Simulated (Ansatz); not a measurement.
Co$_{5}$Si$_{3}$: several calculations on one system

**1. Relaxation**

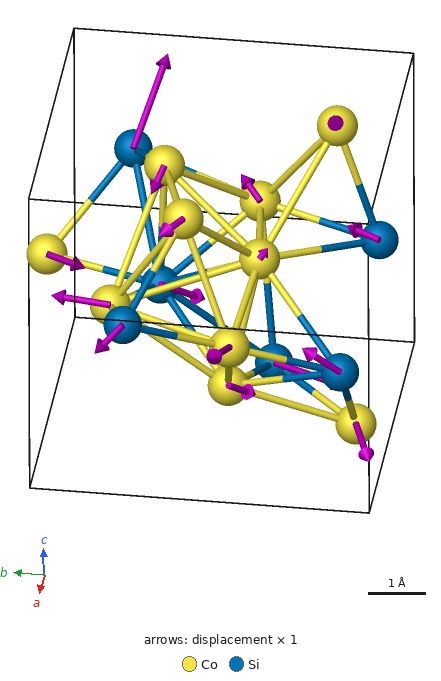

This is a relaxation of an amorphous cell of composition Co$_{5}$Si$_{3}$ (coarse preliminary run). The starting structure is drawn; purple arrows show the displacements (the part carried along by the change of the cell is left out), at their true length.

Style: ball-and-stick. Shown: the cell of the calculation, reduced to other axes, from a free direction. Lengths and directions refer to the drawn axes.

Case: the quenched liquid.

The calculation used Ansatz 0.2.0, DFT PBE, scalar-relativistic, plane waves, PAW.

Input file:
```yaml
crystal:
  lattice:
    - [6.033846, 0.013244, 0.008948]
    - [0.013244, 5.866666, 0.129466]
    - [0.008948, 0.129466, 6.114267]
  atoms:
    - { symbol: Co, position: [0.4918780985, 0.724540097, 0.8986108459], spin: 3.0 }
    - { symbol: Co, position: [0.7951161625, 0.8513484345, 0.1807898943], spin: 3.0 }
    - { symbol: Co, position: [0.5422998789, 0.323698602, 0.7893478952], spin: 3.0 }
    - { symbol: Co, position: [0.1630423011, 0.5643933675, 0.6860556892], spin: 3.0 }
    - { symbol: Co, position: [0.3043742018, 0.7118030847, 0.2781615105], spin: 3.0 }
    - { symbol: Co, position: [0.6229822574, 0.4385483167, 0.2126369046], spin: 3.0 }
    - { symbol: Co, position: [0.0297690711, 0.1759953867, 0.2916433514], spin: 3.0 }
    - { symbol: Co, position: [0.3243109739, 0.9649810837, 0.6112240375], spin: 3.0 }
    - { symbol: Co, position: [0.9370998905, 0.1846126018, 0.8060110231], spin: 3.0 }
    - { symbol: Co, position: [0.5915255889, 0.6523282584, 0.5416735043], spin: 3.0 }
    - { symbol: Si, position: [0.8349715108, 0.5932779037, 0.8775856424] }
    - { symbol: Si, position: [0.2562958742, 0.3903920775, 0.0331329225] }
    - { symbol: Si, position: [0.1522923684, 0.9142072007, 0.9630611873] }
    - { symbol: Si, position: [0.9600803359, 0.5389422079, 0.377417694] }
    - { symbol: Si, position: [0.34337818, 0.3200238438, 0.4550400251] }
    - { symbol: Si, position: [0.7159160002, 0.0423758397, 0.5284601979] }
  symmetry: { detect: false }
basis:
  ecutwfc: 420
kpoints:
  mp_grid: { grid: [2, 2, 2], shift: [0.5, 0.5, 0.5] }
hamiltonian:
  xc: pbe
scf:
  occupations: { method: gaussian, width: 0.1 }
  lower_state_search: "off"
output:
  forces: true
  stress: true
  eigenvalues: true
  populations: true
magnetization:
  spin_polarized: true
relax:
  adjacent_minimum: "off"
  f_tol: 0.04
  max_steps: 70
  cell: { stress_tol: 0.3 }
```

Run as
```bash
ansatz run input.yaml --threads 2 --pin off --max-ram 5120MiB --backend cpu --events-out ev --progress --plain --runs-dir out
```

**Which element moves most?**

Silicon: up to 1.84 Å, against 1.26 Å for cobalt.

**What happened in the run?**

The atom that moves furthest relative to the cell is Si12 (1.84 Å along [−1 −1 3]). Largest moves by element: Si 1.84 Å, Co 1.26 Å. Cell: a 5.868 → 4.393 Å (−25.1 %), b 6.034 → 6.420 Å (+6.4 %), c 6.116 → 6.356 Å (+3.9 %), α 89.8° → 88.7°, β 87.5° → 95.7°, γ 89.7° → 90.6°. Volume −17.6 %. Among the contacts that change: Co1–Si15 5.057 → 2.516 Å, Co1–Co6 4.754 → 2.441 Å, Co9–Si13 4.621 → 2.359 Å, Co3–Si11 4.639 → 2.416 Å. New bonds form: Co10–Si15 (4.20 → 2.37 Å), Co1–Co6 (4.75 → 2.44 Å), Co2–Co9 (3.07 → 2.51 Å), Co2–Si15 (4.26 → 2.39 Å). Bonds break: Co1–Co10 (2.32 → 3.54 Å), Co1–Co3 (2.49 → 3.74 Å), Co4–Si15 (2.32 → 3.71 Å). Bond angles that change, for instance: Si12–Co9–Si16 164.7° → 80.5°, Co5–Si15–Co8 171.7° → 96.0°, Co2–Co7–Si14 134.4° → 60.5°. Over 29 accepted moves (33 points after the start) the energy falls by 337 meV per atom. Largest force component: 1.2 eV/Å at the start, 0.034 eV/Å at the end. The pressure goes from −13.22 to −0.07 GPa. The line search rejected the trial steps at points 25, 29 of the run. The SCF was repeated twice at an unchanged geometry on a basis and grid sized afresh for the cell, which shifted the energy by 0.5 meV per atom at most. The program noted that the starting moments weren't kept. The run took 10 min on 2 threads of AMD EPYC 9R45 96-Core Processor (Zen 5) (shared host), peak memory 0.79 GiB.

Limits of the set-up: the k-point mesh is coarse for a cell with partly filled bands; the periodic images lie only 5.9 Å apart, so the values are limited by the cell's size.

**2. Dynamics**

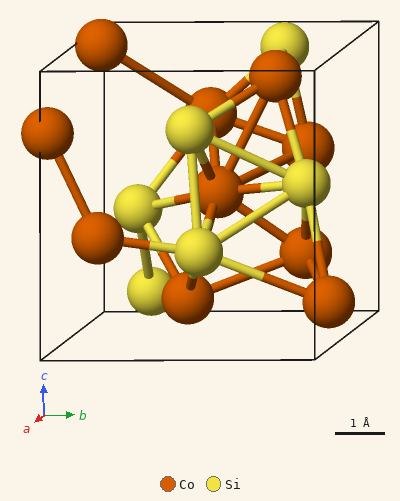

Starting frame of a dynamics run of an amorphous cell of composition Co$_{5}$Si$_{3}$ (16 atoms in the cell). It starts from the last geometry of an earlier run, with fresh velocities. Style: ball-and-stick. Shown: the simulation cell, slightly off an axis. Bonds to atoms that aren't drawn are left out.

Computed with DFT PBE, scalar-relativistic, plane waves, PAW in Ansatz 0.2.0.

Input
```yaml
crystal:
  lattice:
    - [6.033846, 0.013244, 0.008948]
    - [0.013244, 5.866666, 0.129466]
    - [0.008948, 0.129466, 6.114267]
  atoms:
    - { symbol: Co, position: [0.4944744698, 0.7366456245, 0.8925940075] }
    - { symbol: Co, position: [0.7258217735, 0.9845602993, 0.1503694742] }
    - { symbol: Co, position: [0.371170891, 0.073552843, 0.9807560087] }
    - { symbol: Co, position: [0.1269166365, 0.4147764562, 0.7019717554] }
    - { symbol: Co, position: [0.3567966567, 0.814872914, 0.2587519938] }
    - { symbol: Co, position: [0.578134697, 0.4363665486, 0.1403035152] }
    - { symbol: Co, position: [0.9342616788, 0.1914222791, 0.4088751582] }
    - { symbol: Co, position: [0.0773566791, 0.7580871762, 0.5735161519] }
    - { symbol: Co, position: [0.9245731208, 0.006636213, 0.7698964389] }
    - { symbol: Co, position: [0.5043577784, 0.5279996527, 0.494571245] }
    - { symbol: Si, position: [0.7497652327, 0.4847998925, 0.7505043232] }
    - { symbol: Si, position: [0.0699924829, 0.1848662599, 0.078258445] }
    - { symbol: Si, position: [0.1237113434, 0.683936538, 0.9321563772] }
    - { symbol: Si, position: [0.8328699262, 0.5358806733, 0.3422854575] }
    - { symbol: Si, position: [0.3341876711, 0.1980531155, 0.408925817] }
    - { symbol: Si, position: [0.5917501512, 0.8714232894, 0.537545191] }
  symmetry: { detect: false }
basis:
  ecutwfc: 420
kpoints:
  mp_grid: { grid: [1, 1, 1], shift: [0.25, 0.25, 0.25] }
hamiltonian:
  xc: pbe
scf:
  occupations: { method: fermi_dirac, width: 0.156 }
  lower_state_search: "off"
  convergence: { dr2_threshold: 1.0e-06 }
output:
  forces: true
  stress: true
md:
  timestep: 3.0
  n_steps: 250
  ensemble: nvt_langevin
  friction: 0.03
  temperature: 1810.0
  initial_velocities: maxwell_boltzmann
  seed: 88939
```

Command:
```bash
ansatz run input.yaml --threads 2 --pin off --max-ram 5120MiB --backend cpu --events-out ev --progress --plain --runs-dir out
```

### What does the trajectory do?

Over the second half the temperature averages 1760 K (spread ±276 K). The potential energy is still drifting at the end, so the run hasn't reached equilibrium. The potential energy in the second half lies on average 131 meV per atom below the first frame. The mean pressure there is −10.9 GPa. In the second half of the run the atoms are, in the root-mean-square, this far from where they began (common drift taken out): Si 0.91 Å, Co 0.89 Å. Against the typical shortest distance between atoms in the first frame, about 2.1 Å these are large excursions, but over 750 fs one can't yet tell strong vibration from the start of diffusion. 1 of the 16 free atoms end more than three quarters of that spacing from the start. Bond changes: 3 Si–Si contacts open and close in turn; 3 Si–Si bonds form between 210 fs and 492 fs; one Si–Si bond breaks at about 264 fs.

Along the run (each row but the first and the last is the mean over the interval that it begins):

```csv
time (fs),potential energy (meV/atom),T (K),p (GPa)
0.0,0.0,1697,-1.4
75.0,-26.7,1804,-6.2
150.0,-24.5,1565,-6.5
225.0,-30.9,2048,-7.3
300.0,-126.8,1793,-8.5
375.0,-98.7,1765,-8.3
450.0,-111.4,1819,-7.3
525.0,-108.3,1854,-11.8
600.0,-163.6,1820,-15.1
675.0,-176.4,1541,-12.5
750.0,-104.5,1763,-6.8
```

The paths of the atoms:

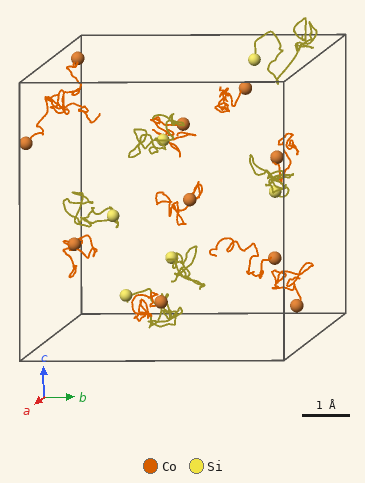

Limits of the set-up: the periodic images lie only 5.9 Å apart, so the values are limited by the cell's size.

Cost: 3.7 min on 2 threads of AMD EPYC 9R45 96-Core Processor (Zen 5), on a shared host, peak memory 0.54 GiB.

**3. Dynamics**

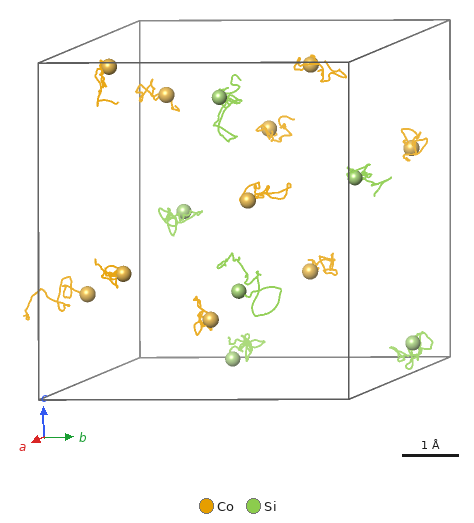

First-principles dynamics of an amorphous cell of composition Co₅Si₃ (16 atoms in the cell), 750 fs long. It starts from the last geometry of an earlier run, with fresh velocities. Lines trace each atom's path, in the colour of its element; spheres stand at the starting positions. Seen slightly off an axis in the simulation cell.

Level of theory: Ansatz 0.2.0, DFT PBE, scalar-relativistic, plane waves, PAW. Set-up: plane-wave cutoff 420 eV; k-point mesh 1 × 1 × 1; Fermi-Dirac smearing 0.087 eV; volume 1.05 times that of the relaxed crystal; set temperature 1010 K; time step 3 fs.

### How do the atoms move?

In the second half of the run the atoms are, in the root-mean-square, this far from where they began (common drift taken out): Co 0.51 Å, Si 0.48 Å. Against the typical shortest distance between atoms in the first frame, about 2.2 Å these are large excursions, but over 750 fs one can't yet tell strong vibration from the start of diffusion. Bond changes: 5 Si–Si bonds form between 285 fs and 672 fs; 5 Si–Si bonds break between 369 fs and 696 fs. Over the second half the temperature averages 927 K (spread ±194 K). The potential energy is still drifting at the end, so the run hasn't reached equilibrium. The potential energy in the second half lies on average 107 meV per atom below the first frame. The first frame is far from relaxed (forces up to 3.4 eV/Å), so much of the motion is the structure settling. The mean pressure there is −15.2 GPa.

Limits of the set-up: the periodic images lie only 5.9 Å apart, so the values are limited by the cell's size.

Cost: 3.5 min on 2 threads of AMD EPYC 9R45 96-Core Processor (Zen 5), with other jobs on the host, peak memory 0.54 GiB.
